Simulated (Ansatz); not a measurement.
Run report: AsH3, geometry relaxation

- system: AsH3
- method: RKS PBE0-D4/def2-TZVP (Ansatz 0.2.0)

Figures and captions count atoms from 1; the log counts them from 0 in places.

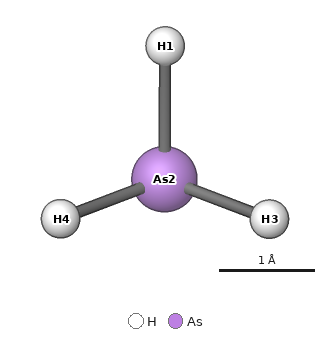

Fig. 1: The starting structure (ball-and-stick view, seen on its broad side; atoms are numbered from 1 in the order of the input). Bond lengths as drawn: As–H 1.52 to 1.56 Å.

Summary:

| quantity | value |
| --- | --- |
| outcome | converged |
| total energy | −60882.3711 eV |
| mean-field energy | −60882.3440 eV |
| dispersion energy | −0.0271 eV |
| SCF solution under orbital rotations | stable |
| largest force (length of the vector) at the end | 0.006 eV/Å |
| dipole moment | 0.34 D |
| hardware | 8 threads of Arm Neoverse V2, 23 GiB of memory available, shared host |
| wall time | 1.1 s (CPU time 6.1 s) |
| peak memory | 0.53 GiB |

The input:
```yaml
crystal:
  periodic: [false, false, false]
  atoms:
    - {symbol: H, position_ang: [-0.315073, 0.948604, -0.308992]}
    - {symbol: As, position_ang: [-1.212206, 1.883762, -1.172683]}
    - {symbol: H, position_ang: [-1.488472, 2.702868, 0.079795]}
    - {symbol: H, position_ang: [0.031241, 2.694409, -1.508233]}
basis:
  gaussian: {orbitals: def2-TZVP}
hamiltonian: {xc: pbe0, dispersion: d4}
relax: {f_tol: 0.005, max_steps: 200}
```

Run as:
```bash
ansatz run in.yaml --threads 8 --pin off --events-out ev --progress --plain --max-ram 19148MiB
```

Log:
```
Functional definition: PBE0
  name "PBE0"
  cite "Adamo & Barone, J. Chem. Phys. 110, 6158 (1999) doi:10.1063/1.478522"
  cite "Perdew, Burke & Ernzerhof, Phys. Rev. Lett. 77, 3865 (1996) doi:10.1103/PhysRevLett.77.3865"
  parent pbe
  parameter a = 0.25
  parameter kappa = 0.804
  parameter beta = 0.06672455060314922
  exchange = (1 - a)*pbe_x(kappa = kappa, mu = beta*pi^2/3) + a*exact_x
  correlation = pbe_c(beta = beta)
555 factors; their error is unknown
mean field evaluation 1: about -60881.8605 eV, gradient 1.1e1 eV
mean field evaluation 2: about -60882.0158 eV, gradient 6.4e0 eV
mean field evaluation 4: about -60882.0680 eV, gradient 3.1e-1 eV
mean field evaluation 8: about -60882.3185 eV, gradient 9.7e-3 eV
mean field -60882.31847173 eV, -2237.3839363186 hartree, gradient 4.2e-6 eV, S^2 0.000000; 0 other end points of the search recorded, 0 dependent functions left out
the calculation of the forces begins
reference -60882.31849294 eV, -2237.3839370980 hartree; 18, 18 occupied and 48, 48 virtual orbitals, 555 factors
relax step   1: F+E_penalty+E_count = -60882.34559273 eV  Δ(F+E_penalty+E_count) = +0.000e0 eV  max|allowed force component| = 5.366e-1 eV/Å  Δτ_max = 0.0000 Å  (22 SCF iters, accepted)
these checks for a lower state are left out or cut short: starts, cluster_reference, orbital_swaps, neighbouring_geometries, increment
555 factors; their error is unknown
mean field evaluation 16: about -60882.0843 eV, gradient 2.1e-2 eV
mean field -60882.33429379 eV, -2237.3845177685 hartree, gradient 8.5e-6 eV, S^2 0.000000; 0 other end points of the search recorded, 0 dependent functions left out
the calculation of the forces begins
reference -60882.33431516 eV, -2237.3845185537 hartree; 18, 18 occupied and 48, 48 virtual orbitals, 555 factors
relax step   2: F+E_penalty+E_count = -60882.36134604 eV  Δ(F+E_penalty+E_count) = -1.575e-2 eV  max|allowed force component| = 2.342e-1 eV/Å  Δτ_max = 0.0738 Å  (26 SCF iters, accepted)
these checks for a lower state are left out or cut short: starts, cluster_reference, orbital_swaps, neighbouring_geometries, increment
555 factors; their error is unknown
mean field -60882.33702411 eV, -2237.3846181057 hartree, gradient 7.6e-6 eV, S^2 0.000000; 0 other end points of the search recorded, 0 dependent functions left out
the calculation of the forces begins
reference -60882.33704519 eV, -2237.3846188805 hartree; 18, 18 occupied and 48, 48 virtual orbitals, 555 factors
relax step   3: F+E_penalty+E_count = -60882.36410933 eV  Δ(F+E_penalty+E_count) = -2.763e-3 eV  max|allowed force component| = 3.246e-1 eV/Å  Δτ_max = 0.0544 Å  (28 SCF iters, accepted)
these checks for a lower state are left out or cut short: starts, cluster_reference, orbital_swaps, neighbouring_geometries, increment
555 factors; their error is unknown
mean field evaluation 32: about -60882.3439 eV, gradient 6.5e-5 eV
mean field -60882.34393159 eV, -2237.3848719511 hartree, gradient 7.8e-6 eV, S^2 0.000000; 0 other end points of the search recorded, 0 dependent functions left out
the calculation of the forces begins
reference -60882.34395282 eV, -2237.3848727310 hartree; 18, 18 occupied and 48, 48 virtual orbitals, 555 factors
relax step   4: F+E_penalty+E_count = -60882.37101098 eV  Δ(F+E_penalty+E_count) = -6.902e-3 eV  max|allowed force component| = 2.324e-2 eV/Å  Δτ_max = 0.0146 Å  (28 SCF iters, accepted)
these checks for a lower state are left out or cut short: starts, cluster_reference, orbital_swaps, neighbouring_geometries, increment
555 factors; their error is unknown
mean field -60882.34396504 eV, -2237.3848731804 hartree, gradient 8.0e-6 eV, S^2 0.000000; 0 other end points of the search recorded, 0 dependent functions left out
the calculation of the forces begins
reference -60882.34398626 eV, -2237.3848739602 hartree; 18, 18 occupied and 48, 48 virtual orbitals, 555 factors
relax step   5: F+E_penalty+E_count = -60882.37104633 eV  Δ(F+E_penalty+E_count) = -3.535e-5 eV  max|allowed force component| = 4.223e-3 eV/Å  Δτ_max = 0.0018 Å  (28 SCF iters, accepted)
```

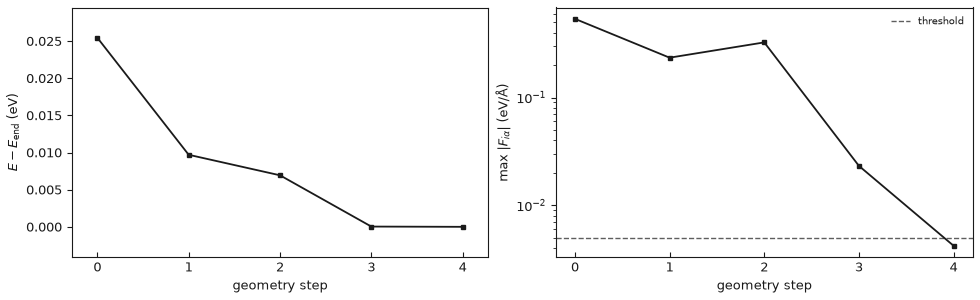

Fig. 2: Progress of the relaxation, step by step (the first geometry is step 0 here and step 1 in the log).

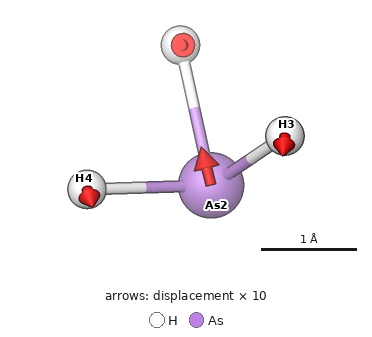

Fig. 3: The starting structure with the displacements as red arrows, magnified 10 times (ball-and-stick view, seen at a tilt). The two geometries are laid on each other by the best rigid fit. The atom that moves furthest after the best rigid fit is As2 (0.043 Å). Largest moves by element: As 0.043 Å, H 0.035 Å. Among the contacts that change: H1–As2 1.557 → 1.522 Å. Among the angles that change: H1–As2–H3 88.4° → 92.0°. After 4 geometry steps the energy has fallen by 0.025 eV. The largest force component goes from 0.54 to 0.0042 eV/Å. (Atoms are counted from 1 in the order of the input.)

```
555 factors; their error is unknown
mean field -60882.34396504 eV, -2237.3848731804 hartree, gradient 8.0e-6 eV, S^2 0.000000; 1 other end points of the search recorded, 0 dependent functions left out
the calculation of the forces begins
reference -60882.34398626 eV, -2237.3848739602 hartree; 18, 18 occupied and 48, 48 virtual orbitals, 555 factors
Total energy: -60882.37106755 eV, -2237.3858691793 hartree
Atom 0 at    -0.326341     0.917252    -0.319672 Å, force    -0.002345     0.002620    -0.002258 eV/Å
Atom 1 at    -1.184331     1.864598    -1.145864 Å, force     0.004223     0.001049     0.004039 eV/Å
Atom 2 at    -1.493692     2.728136     0.068473 Å, force     0.000449    -0.001844    -0.002342 eV/Å
Atom 3 at     0.019854     2.719657    -1.513050 Å, force    -0.002327    -0.001826     0.000561 eV/Å
Dipole moment:     0.048949     0.021548     0.046730 e Å
```

Trajectory as extended XYZ (Å, eV, eV/Å), 5 frames, from step=1 to step=5:
```
4
Properties=species:S:1:pos:R:3:forces:R:3 step=1 energy=-60882.34559
H    -0.3151    0.9486   -0.3090   -0.4072   0.1576  -0.3909
As   -1.2122    1.8838   -1.1727    0.5366  -0.4347   0.5165
H    -1.4885    2.7029    0.0798   -0.0567   0.1386  -0.0714
H     0.0312    2.6944   -1.5082   -0.0727   0.1386  -0.0542
4
Properties=species:S:1:pos:R:3:forces:R:3 step=2 energy=-60882.36135
H    -0.3252    0.8761   -0.3185   -0.0212   0.2342  -0.0213
As   -1.1719    1.8553   -1.1339   -0.0253   0.0837  -0.0247
H    -1.4960    2.7534    0.0572    0.0403  -0.1592   0.0053
H     0.0086    2.7449   -1.5150    0.0062  -0.1587   0.0407
4
Properties=species:S:1:pos:R:3:forces:R:3 step=3 energy=-60882.36411
H    -0.3309    0.9299   -0.3241    0.1653  -0.1999   0.1592
As   -1.1792    1.8675   -1.1410   -0.3246  -0.1390  -0.3099
H    -1.4874    2.7204    0.0614   -0.0646   0.1703   0.2261
H     0.0130    2.7120   -1.5064    0.2239   0.1686  -0.0754
4
Properties=species:S:1:pos:R:3:forces:R:3 step=4 energy=-60882.37101
H    -0.3266    0.9165   -0.3199    0.0062   0.0010   0.0059
As   -1.1831    1.8653   -1.1447   -0.0232  -0.0187  -0.0221
H    -1.4943    2.7282    0.0681    0.0022   0.0089   0.0147
H     0.0195    2.7197   -1.5137    0.0149   0.0088   0.0015
4
Properties=species:S:1:pos:R:3:forces:R:3 step=5 energy=-60882.37105
H    -0.3263    0.9173   -0.3197   -0.0023   0.0026  -0.0023
As   -1.1843    1.8646   -1.1459    0.0042   0.0010   0.0040
H    -1.4937    2.7281    0.0685    0.0004  -0.0018  -0.0023
H     0.0199    2.7197   -1.5131   -0.0023  -0.0018   0.0006
```

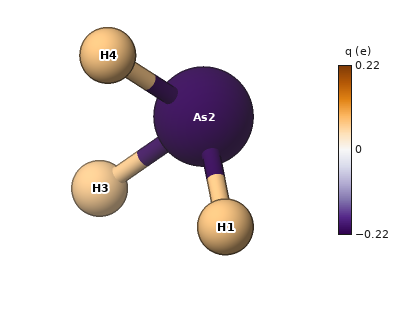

Fig. 4: Mulliken charges, as the colour of each atom (ball-and-stick view, seen at a tilt; atoms are numbered from 1 in the order of the input). By element: H +0.07 and As −0.21 e.
